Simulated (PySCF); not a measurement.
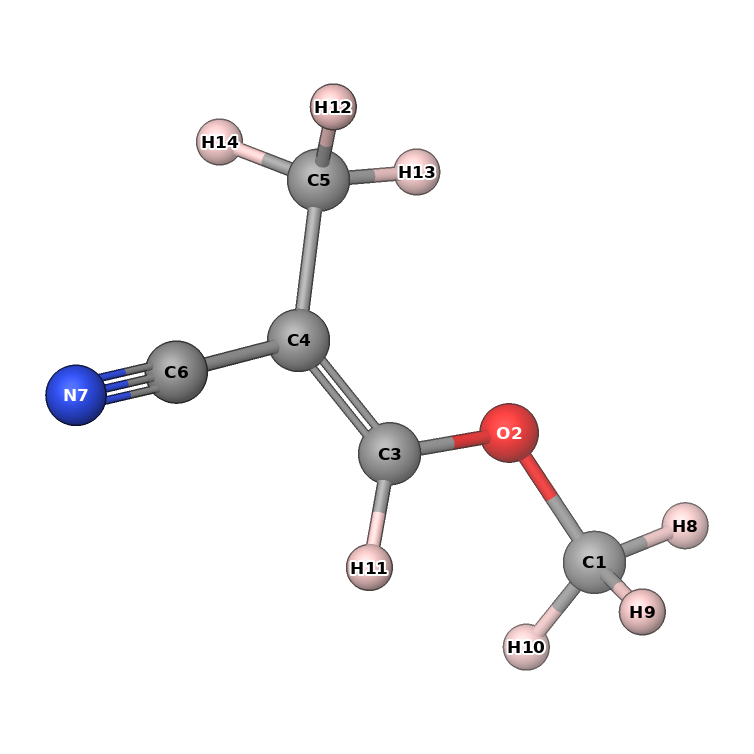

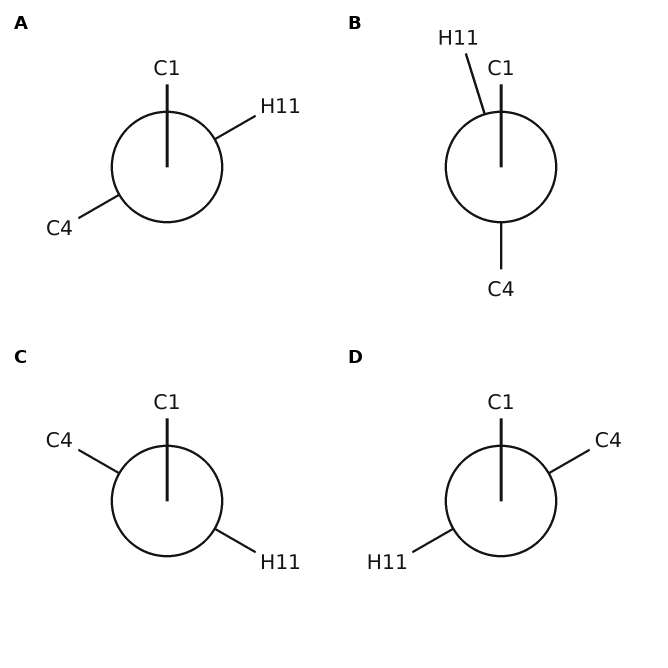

Distant atoms are faded towards the background colour. Bonds that would overlap in a projection are set slightly apart. Computed geometry: GFN2-xTB optimisation. No frequency run is at hand to confirm it as a minimum.

**Which Newman projection shows the view along O2–C3, with O2 in front?**

B. The torsion angle C1–O2–C3–C4 is 180°, antiperiplanar (anti).
